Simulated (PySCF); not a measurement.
# C₆H₉BO₂S: geometry, NMR shifts and electronic excitations

Wanted: the NMR shifts and electronic excitations of C₆H₉BO₂S (`COB(OC)c1cccs1`), by calculation.

Computed with PySCF 2.14.0, with density-fitted response routines of our own, on a single molecule in the gas phase. Atoms are numbered from 0 throughout.

## 1. Starting geometry

19 atoms, charge 0, multiplicity 1; geometry from: GFN2-xTB.

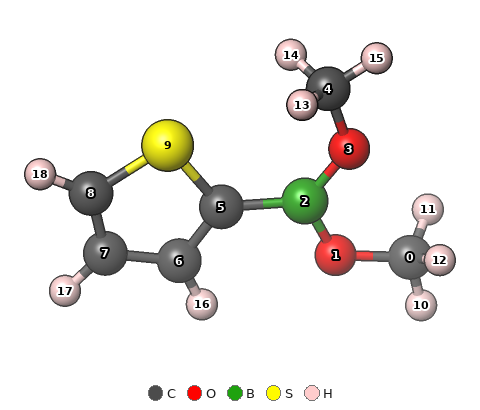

The starting geometry (carbon dark grey, oxygen red, boron green, sulfur yellow, hydrogen pink), atoms numbered.

## 2. Optimising the geometry at PBE0-D3(BJ)/def2-SVP

What the job is given:

```
{"job": {"xc": "PBE0", "basis": "def2-SVP", "d3": "d3bj", "grid": 1, "kind": "geom"}, "charge": 0, "multiplicity": 1}
C     -2.549364     1.701814    -0.373779
O     -1.175766     1.386989    -0.416925
B     -0.708279     0.187502     0.016775
O     -1.617765    -0.701386     0.496852
C     -1.338642    -1.986475     0.987079
C      0.840177     0.004632    -0.106408
C      1.714644     0.936265    -0.599871
C      3.061370     0.523725    -0.607204
C      3.217856    -0.733133    -0.116100
S      1.721067    -1.422838     0.360414
H     -2.665198     2.706658    -0.780704
H     -3.126822     0.991916    -0.970178
H     -2.920233     1.672281     0.653354
H     -0.664125    -1.944727     1.846556
H     -0.881941    -2.613574     0.216254
H     -2.287664    -2.427772     1.295914
H      1.376696     1.895854    -0.945920
H      3.874259     1.132546    -0.961301
H      4.119926    -1.301028    -0.002271
```

What it wrote:

```text
step   0  E = -806.61131000  max force = 0.012805
step   1  E = -806.61296309  max force = 0.002944
step   2  E = -806.61299936  max force = 0.000832
step   3  E = -806.61298654  max force = 0.002136
step   4  E = -806.61300909  max force = 0.000222
optimisation converged
```

It took 2 min on 1 thread, shared host.

The steps of the relaxation:

```csv
step,energy from step 0 (eV),largest force component (eV/Å)
0,0.0000,0.6585
1,-0.0450,0.1514
2,-0.0460,0.0428
3,-0.0456,0.1098
4,-0.0462,0.0114
```

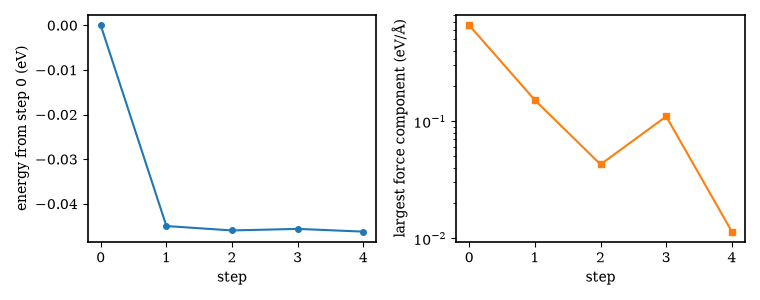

Energy and force, step by step.

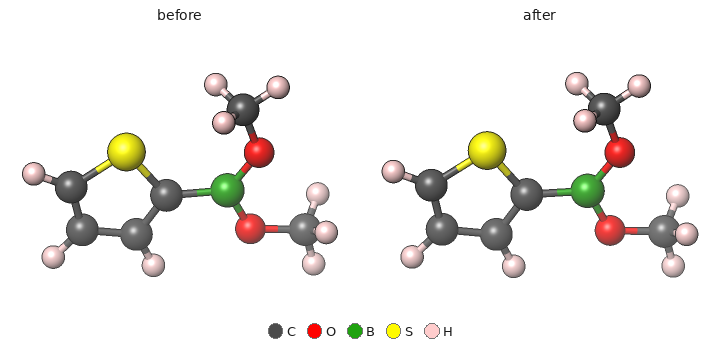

The geometry before (left) and after (right).

Close pairs (by a distance rule), those that changed most:

```
  bond  before (Å)  after (Å)  change (Å)
C8–H18       1.072      1.089      +0.017
C6–H16       1.075      1.091      +0.016
C7–H17       1.076      1.091      +0.015
 C7–C8       1.358      1.373      +0.015
 C5–C6       1.370      1.382      +0.012
C0–H12       1.092      1.102      +0.010
C0–H11       1.092      1.102      +0.010
C4–H13       1.093      1.103      +0.010
```

The end geometry stands in the next job.

```
                         at the end point                value
  point group (found at 0.08 Å tolerance)                   Cs
rotational constants (GHz, main isotopes)  1.985, 0.821, 0.585
                        dipole moment (D)                 0.86
```

## 3. Nuclear shieldings: PBE0/pcSseg-1

What the job is given:

```
{"job": {"kind": "nmr", "xc": "PBE0", "basis": "pcSseg-1"}, "charge": 0, "multiplicity": 1}
C     -2.585054     1.633462    -0.363257
O     -1.218915     1.313184    -0.394111
B     -0.776284     0.092531     0.009706
O     -1.707457    -0.797560     0.447955
C     -1.446710    -2.090833     0.912726
C      0.765749    -0.128679    -0.089467
C      1.656018     0.818469    -0.558872
C      3.006680     0.389043    -0.561854
C      3.142501    -0.893846    -0.090617
S      1.631831    -1.563415     0.348303
H     -2.708449     2.648224    -0.767404
H     -3.181246     0.932819    -0.970393
H     -2.984570     1.609278     0.663980
H     -0.776309    -2.085071     1.788845
H     -0.991975    -2.723800     0.131931
H     -2.400058    -2.548962     1.213862
H      1.317329     1.800831    -0.890759
H      3.847310     0.998218    -0.896687
H      4.056398    -1.476557     0.019777
```

Method: GIAO PBE0/pcSseg-1 NMR shielding, non-relativistic, gas phase.

What it wrote:

```text
coarse grid: 16984 points
cycle   1  E = -806.7537616383  dE =  1.625e+00  |g| = 7.835e-01  |ddm| = 4.050e+00
cycle   2  E = -806.6188268093  dE =  1.349e-01  |g| = 1.150e+00  |ddm| = 1.494e+00
cycle   3  E = -806.8698622363  dE = -2.510e-01  |g| = 9.388e-02  |ddm| = 9.852e-01
cycle   4  E = -806.8712182207  dE = -1.356e-03  |g| = 5.928e-02  |ddm| = 1.405e-01
cycle   5  E = -806.8720478925  dE = -8.297e-04  |g| = 1.591e-02  |ddm| = 6.314e-02
cycle   6  E = -806.8721038568  dE = -5.596e-05  |g| = 5.080e-03  |ddm| = 1.773e-02
cycle   7  E = -806.8721099196  dE = -6.063e-06  |g| = 1.577e-03  |ddm| = 5.986e-03
final grid: 160968 points
cycle   8  E = -806.9527310589  dE = -2.714e-05  |g| = 1.436e-02  |ddm| = 3.272e-02
cycle   9  E = -806.9526796720  dE =  5.139e-05  |g| = 2.112e-02  |ddm| = 2.643e-02
cycle  10  E = -806.9527735986  dE = -9.393e-05  |g| = 1.951e-03  |ddm| = 1.767e-02
cycle  11  E = -806.9527745532  dE = -9.546e-07  |g| = 4.275e-04  |ddm| = 2.050e-03
cycle  12  E = -806.9527745945  dE = -4.131e-08  |g| = 1.593e-04  |ddm| = 5.262e-04
cycle  13  E = -806.9527746006  dE = -6.058e-09  |g| = 4.504e-05  |ddm| = 1.745e-04
cycle  14  E = -806.9527746010  dE = -4.134e-10  |g| = 1.965e-05  |ddm| = 4.900e-05
converged SCF energy = -806.9527746010

GIAO shielding tensors (ppm)
atom      isotropic    diamagn.    paramagn.     s11        s22        s33       span
  0 C      132.496     240.492    -107.996    107.220    110.308    179.960     72.740
  1 O      241.526     398.475    -156.949    115.759    273.964    334.855    219.096
  2 B       76.695     197.302    -120.607     67.734     76.813     85.538     17.804
  3 O      235.948     395.006    -159.058     94.185    269.797    343.861    249.676
  4 C      129.818     244.185    -114.367    104.914    107.128    177.411     72.498
  5 C       46.187     261.558    -215.371    -31.327     22.540    147.348    178.675
  6 C       39.311     251.303    -211.992    -51.579     23.067    146.444    198.023
  7 C       51.887     255.704    -203.817    -32.266     36.558    151.369    183.635
  8 C       44.276     265.276    -221.000    -49.879     41.253    141.455    191.335
  9 S      256.751    1058.954    -802.203    131.386    235.801    403.067    271.681
 10 H       27.655      27.192       0.463     22.990     26.049     33.927     10.938
 11 H       27.548      28.072      -0.524     23.450     25.682     33.511     10.061
 12 H       27.588      28.087      -0.499     23.573     25.529     33.662     10.089
 13 H       27.211      29.691      -2.479     22.751     26.895     31.988      9.237
 14 H       27.219      29.555      -2.336     22.817     26.780     32.061      9.245
 15 H       27.308      27.138       0.171     22.543     26.036     33.346     10.802
 16 H       23.259      32.924      -9.665     18.881     23.309     27.588      8.707
 17 H       23.973      29.841      -5.867     20.726     24.437     26.758      6.032
 18 H       23.812      30.434      -6.623     20.856     23.697     26.882      6.026
```

Wall time 68 s (1 thread, shared host).

The references, computed at this level on geometries of the same kind, shield at (ppm): ¹H TMS 31.27, ¹³C TMS 184.4, ¹⁷O H2O 334.6, ¹¹B BF3·OEt2 100.7, ³³S CS2 496. Their shielding less the atom's gives the shift. The references are single molecules in the gas phase, so shifts against H2O, NH3, PH3, H3PO4 or CFCl3 are not on the usual liquid scales and can be off by tens of ppm. Atoms listed in one row are averaged.

```
                       atoms                                          environment  σ (ppm)  δ (ppm)  δ scaled to CDCl3
                          C6                                          aromatic CH     39.3    145.1              140.4
                          C8                  aromatic CH next to the ring sulfur     44.3    140.1              132.0
                          C5  substituted aromatic carbon next to the ring sulfur     46.2    138.2              130.1
                          C7                                          aromatic CH     51.9    132.5              128.2
                      C0, C4                            methyl carbon bonded to O    131.2     53.3               51.2
                         H16                           hydrogen on an aromatic CH    23.26     8.01               7.81
                         H18   hydrogen on an aromatic CH next to the ring sulfur    23.81     7.46               7.28
                         H17                           hydrogen on an aromatic CH    23.97     7.29               7.13
H10, H11, H12, H13, H14, H15              hydrogen on a methyl carbon bonded to O    27.42     3.85               3.86
                      O1, O3                                oxygen bonded to C, B    238.7     95.8                  –
                          B2                               boron bonded to C, 2 O     76.7     24.0                  –
                          S9                                 aromatic ring sulfur      257      239                  –
```

The scaled column applies a straight-line fit of computed shieldings to shifts measured in CDCl3, with any fitted terms for Cl, Br or S neighbours (root-mean-square error 0.21 ppm for H, 2.0 ppm for C).

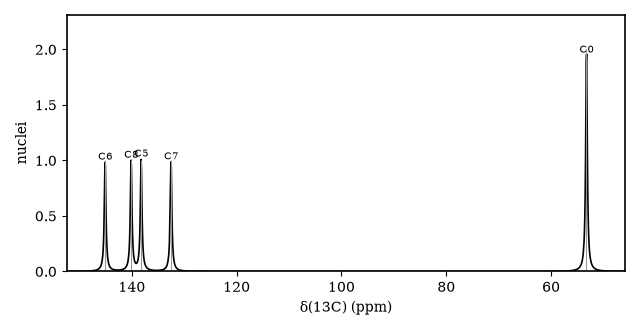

¹³C lines at the computed shifts, without couplings. Lines are broadened to a width of 0.37 ppm (Lorentzian).

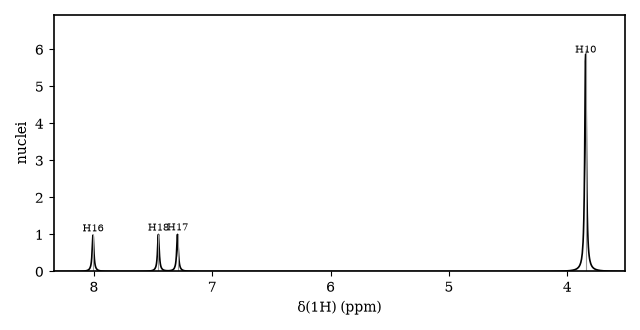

¹H lines at the computed shifts, without couplings. Lines are broadened to a width of 0.02 ppm (Lorentzian).

Charges from the same density, by scheme (e):

```csv
atoms,Mulliken,IAO,Hirshfeld,ESP fit
"C0, C4",-0.03,-0.19,-0.03,-0.13
"O1, O3",-0.51,-0.40,-0.17,-0.40
B2,0.74,0.46,0.22,0.74
C5,-0.51,-0.31,-0.12,-0.32
C6,-0.07,-0.14,-0.06,-0.03
C7,-0.05,-0.18,-0.07,-0.25
C8,-0.28,-0.32,-0.08,-0.17
S9,0.23,0.34,0.11,0.02
```

IAO charges:

C0 -0.19; O1 -0.40; B2 0.46; O3 -0.40; C4 -0.19; C5 -0.31; C6 -0.14; C7 -0.18; C8 -0.32; S9 0.34; H10 0.15; H11 0.13; H12 0.13; H13 0.13; H14 0.13; H15 0.15; H16 0.17; H17 0.16; H18 0.17

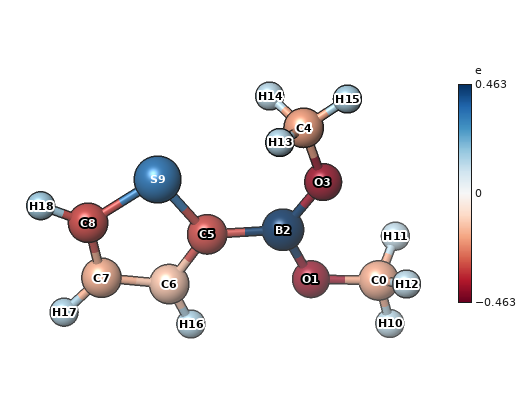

IAO charges, as colours on the atoms.

Mayer bond orders: C0–O1 0.89, O1–B2 1.19, B2–O3 1.13, O3–C4 0.89, B2–C5 0.84, C5–C6 1.58, C6–C7 1.30, C7–C8 1.54, C8–S9 1.21, S9–C5 1.16.

## 4. Excited states and response: wB97X-D/def2-SVPD

Same as in step 3 but for these lines:

```diff
@@ -1,2 +1,2 @@
-{"job": {"kind": "nmr", "xc": "PBE0", "basis": "pcSseg-1"}, "charge": 0, "multiplicity": 1}
+{"job": {"kind": "uv", "xc": "wB97X-D", "basis": "def2-SVPD", "ip": true}, "charge": 0, "multiplicity": 1}
 C     -2.585054     1.633462    -0.363257
```

Level: TDDFT wB97X-D/def2-SVPD, vertical, gas phase, core orbitals frozen in the response.

What it wrote:

```text
coarse grid: 16984 points
cycle   1  E = -806.8540477281  dE =  1.885e+00  |g| = 7.855e-01  |ddm| = 8.575e+00
cycle   2  E = -806.8410065907  dE =  1.304e-02  |g| = 8.926e-01  |ddm| = 2.793e+00
cycle   3  E = -806.9823000376  dE = -1.413e-01  |g| = 4.980e-02  |ddm| = 1.414e+00
cycle   4  E = -806.9830293974  dE = -7.294e-04  |g| = 1.727e-02  |ddm| = 2.268e-01
cycle   5  E = -806.9831023677  dE = -7.297e-05  |g| = 8.093e-03  |ddm| = 7.575e-02
cycle   6  E = -806.9831170983  dE = -1.473e-05  |g| = 2.009e-03  |ddm| = 1.760e-02
cycle   7  E = -806.9831183167  dE = -1.218e-06  |g| = 8.381e-04  |ddm| = 6.380e-03
final grid: 160968 points
cycle   8  E = -807.0911345239  dE = -1.358e-04  |g| = 5.490e-03  |ddm| = 2.280e-01
cycle   9  E = -807.0911379199  dE = -3.396e-06  |g| = 4.463e-03  |ddm| = 3.461e-02
cycle  10  E = -807.0911427512  dE = -4.831e-06  |g| = 7.619e-04  |ddm| = 1.567e-02
cycle  11  E = -807.0911429234  dE = -1.722e-07  |g| = 4.132e-04  |ddm| = 3.135e-03
cycle  12  E = -807.0911429676  dE = -4.423e-08  |g| = 9.925e-05  |ddm| = 1.302e-03
cycle  13  E = -807.0911429715  dE = -3.908e-09  |g| = 3.816e-05  |ddm| = 4.805e-04
cycle  14  E = -807.0911429722  dE = -6.444e-10  |g| = 1.364e-05  |ddm| = 1.471e-04
converged SCF energy = -807.0911429722

Static polarisability (au): isotropic 109.072, principal 72.720 118.656 135.840

Singlet excitations
state   eV       nm        f      main configurations
  1   5.3840    230.3   0.21717   H->L 0.88
  2   5.5744    222.4   0.08926   H-1->L 0.81
  3   6.6027    187.8   0.00304   H->L+2 0.42, H->L+1 0.20, H->L+10 0.11
  4   6.7170    184.6   0.00079   H-1->L+2 0.46, H-1->L+10 0.12, H-1->L+1 0.10
  5   6.8145    181.9   0.00092   H->L+1 0.52, H->L+5 0.20, H->L+2 0.15
  6   7.1575    173.2   0.00214   H-3->L 0.39, H-1->L+1 0.25, H-1->L+5 0.09
  7   7.1653    173.0   0.02285   H-2->L 0.58, H->L+4 0.24
  8   7.2133    171.9   0.00140   H-3->L 0.39, H-1->L+1 0.33, H-1->L+5 0.11
  9   7.2641    170.7   0.16234   H->L+4 0.51, H-2->L 0.27
 10   7.3233    169.3   0.00039   H-6->L 0.91

Triplet excitations (Tamm-Dancoff, eV): 3.5979 4.3485 5.8167 6.2990
Vertical ionisation energy (delta-SCF) = 8.6868 eV
```

Run time: 7.4 min. Hardware: 1 thread, shared host.

Frontier orbitals and where they lie:

```
orbital      eV                      atoms
 HOMO−3  -10.84   O3 34 %, C4 11 %, B2 8 %
 HOMO−2  -10.25   O1 36 %, O3 28 %, C0 8 %
 HOMO−1   -9.04  S9 42 %, C7 21 %, C6 17 %
   HOMO   -8.65  C5 28 %, C8 25 %, C6 15 %
   LUMO    0.77  C8 19 %, C5 19 %, S9 18 %
 LUMO+1    1.84   B2 38 %, S9 20 %, C4 5 %
 LUMO+2    2.18   S9 65 %, B2 7 %, H18 5 %
```

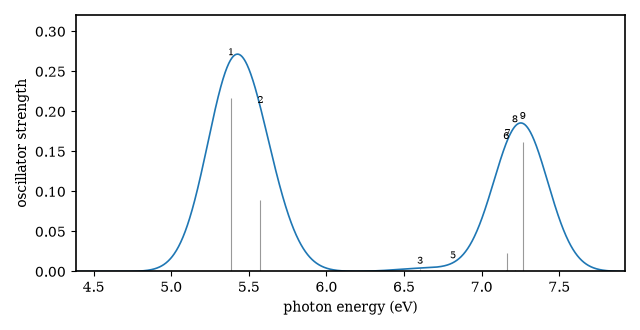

Absorption spectrum from the 10 singlet states computed; above the last one it falls off for lack of states. Lines are broadened to a width of 0.40 eV (Gaussian).

Ground-state properties from the same run:

```
           property  computed
  dipole moment (D)      0.74
polarisability (Å³)     16.16
 HOMO–LUMO gap (eV)      9.42
      −ε(HOMO) (eV)      8.65
```

## 5. NMR shieldings: B3LYP/pcSseg-1

Same as in step 4 but for these lines:

```diff
@@ -1,2 +1,2 @@
-{"job": {"kind": "uv", "xc": "wB97X-D", "basis": "def2-SVPD", "ip": true}, "charge": 0, "multiplicity": 1}
+{"job": {"kind": "nmr", "xc": "B3LYP", "basis": "pcSseg-1", "pop": false}, "charge": 0, "multiplicity": 1}
 C     -2.585054     1.633462    -0.363257
```

Level: GIAO B3LYP/pcSseg-1 NMR shielding, non-relativistic, gas phase.

What it wrote:

```text
coarse grid: 16984 points
cycle   1  E = -807.3523607712  dE =  1.565e+00  |g| = 8.915e-01  |ddm| = 4.053e+00
cycle   2  E = -807.1193574506  dE =  2.330e-01  |g| = 1.410e+00  |ddm| = 1.815e+00
cycle   3  E = -807.4986731575  dE = -3.793e-01  |g| = 1.216e-01  |ddm| = 1.262e+00
cycle   4  E = -807.5010823138  dE = -2.409e-03  |g| = 7.168e-02  |ddm| = 1.702e-01
cycle   5  E = -807.5022411356  dE = -1.159e-03  |g| = 2.235e-02  |ddm| = 7.539e-02
cycle   6  E = -807.5023508354  dE = -1.097e-04  |g| = 7.277e-03  |ddm| = 2.469e-02
cycle   7  E = -807.5023634074  dE = -1.257e-05  |g| = 2.265e-03  |ddm| = 8.509e-03
cycle   8  E = -807.5023645809  dE = -1.173e-06  |g| = 5.916e-04  |ddm| = 2.162e-03
final grid: 160968 points
cycle   9  E = -807.5979854746  dE = -4.327e-05  |g| = 7.581e-03  |ddm| = 2.604e-02
cycle  10  E = -807.5979710750  dE =  1.440e-05  |g| = 1.080e-02  |ddm| = 1.394e-02
cycle  11  E = -807.5979985063  dE = -2.743e-05  |g| = 1.697e-03  |ddm| = 1.002e-02
cycle  12  E = -807.5979992796  dE = -7.733e-07  |g| = 3.331e-04  |ddm| = 2.139e-03
cycle  13  E = -807.5979993010  dE = -2.143e-08  |g| = 1.701e-04  |ddm| = 3.873e-04
cycle  14  E = -807.5979993070  dE = -5.967e-09  |g| = 4.531e-05  |ddm| = 1.547e-04
cycle  15  E = -807.5979993074  dE = -4.359e-10  |g| = 1.870e-05  |ddm| = 5.393e-05
converged SCF energy = -807.5979993074

GIAO shielding tensors (ppm)
atom      isotropic    diamagn.    paramagn.     s11        s22        s33       span
  0 C      126.616     239.377    -112.761    101.186    103.948    174.713     73.527
  1 O      236.558     399.526    -162.969    112.449    267.487    329.737    217.287
  2 B       73.487     197.728    -124.241     64.571     73.121     82.770     18.199
  3 O      231.185     396.059    -164.874     90.945    263.367    339.241    248.296
  4 C      123.816     243.064    -119.248     98.472    100.943    172.033     73.561
  5 C       38.828     261.057    -222.229    -38.793     14.167    141.110    179.903
  6 C       34.036     251.292    -217.256    -58.265     19.131    141.242    199.507
  7 C       46.486     255.064    -208.578    -39.215     32.417    146.256    185.471
  8 C       38.266     264.458    -226.192    -57.710     36.689    135.819    193.528
  9 S      232.173    1059.480    -827.307    102.544    214.488    379.486    276.942
 10 H       27.762      27.330       0.433     23.200     26.240     33.847     10.647
 11 H       27.631      28.242      -0.611     23.650     25.749     33.494      9.844
 12 H       27.673      28.263      -0.591     23.773     25.604     33.640      9.867
 13 H       27.300      29.907      -2.607     22.913     27.009     31.977      9.063
 14 H       27.308      29.760      -2.452     22.978     26.898     32.047      9.070
 15 H       27.417      27.227       0.190     22.761     26.235     33.254     10.493
 16 H       23.492      33.301      -9.809     19.284     23.410     27.783      8.499
 17 H       24.218      29.850      -5.632     21.130     24.659     26.866      5.736
 18 H       24.061      30.302      -6.240     21.269     23.872     27.042      5.773
```

Wall time 60 s (1 thread, shared host).

In short: δ C6 145.2, C8 141.0, C5 140.4, C7 132.7, H16 7.89, H18 7.32 ppm.

## 6. Comparing the runs: NMR shifts

Shifts (ppm) of some atoms, chosen among heavy atoms and hydrogens apart, means over like atoms, with basis size and wall time:

```csv
run,C8,C5,C0,H18,H17,O1,S9,functions,time
PBE0/pcSseg-1,140.1,138.2,53.3,7.46,7.29,95.8,239,222,68 s
B3LYP/pcSseg-1,141.0,140.4,54.0,7.32,7.16,100.2,253,222,60 s
```

## 7. Outcome

| quantity | value |
| --- | --- |
| point group | Cs |
| rotational constants (main isotopes) | 1.98, 0.82, 0.59 GHz |
| ¹³C shifts against TMS (PBE0/pcSseg-1, means over atoms taken as alike) | 145.1, 140.1, 138.2, 132.5, 53.3 ppm |
| ¹H shifts against TMS (PBE0/pcSseg-1, means over atoms taken as alike) | 8.01, 7.46, 7.29, 3.85 ppm |
| ¹⁷O shifts against H2O (PBE0/pcSseg-1, means over atoms taken as alike) | 95.8 ppm |
| ¹¹B shifts against BF3·OEt2 (PBE0/pcSseg-1) | 24.0 ppm |
| ³³S shifts against CS2 (PBE0/pcSseg-1) | 239 ppm |
| lowest singlet (wB97X-D/def2-SVPD) | 5.38 eV (230 nm), f = 0.217 |
| lowest triplet | 3.60 eV |
| vertical ionisation energy (ΔSCF) | 8.69 eV |
| range of the shift of S9 | 239 to 253 ppm |

In words: Relaxing lowered the energy by 0.046 eV in 4 steps; the close pair that moved most is C8–H18, from 1.072 to 1.089 Å. At PBE0/pcSseg-1: The widest tensor belongs to S9: span 272 ppm, with a paramagnetic part of -802 ppm. The first singlet state (HOMO→LUMO 0.88) lies at 5.38 eV and is bright. The lowest triplet lies 1.79 eV below the lowest singlet (triplets in Tamm-Dancoff, singlets in full TDDFT). The orbital energy would give 8.65 eV for ionisation, ΔSCF gives 8.69 eV. Across the 2 runs the shift of S9 moves most, between 239 (PBE0/pcSseg-1) and 253 ppm (B3LYP/pcSseg-1).
